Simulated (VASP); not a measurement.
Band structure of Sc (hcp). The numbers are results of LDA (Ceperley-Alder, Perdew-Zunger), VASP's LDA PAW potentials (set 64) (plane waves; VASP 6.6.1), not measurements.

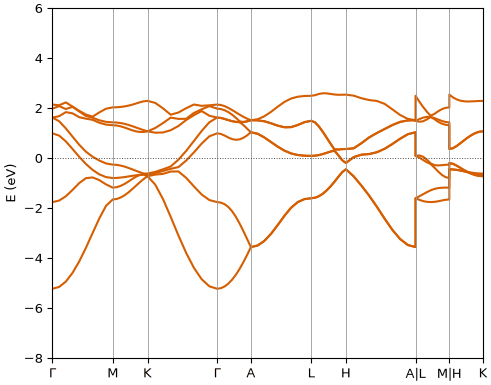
Bands along high-symmetry lines, zero at the valence-band maximum or, without a gap, the Fermi level

Read the plot: is there a gap, and where are the band edges?

It has no gap at this level: it comes out as a metal or semimetal. (Edges off the drawn lines would not show.)

The compound is Sc in the hcp structure. It was relaxed first, which changed the volume by -10 %.
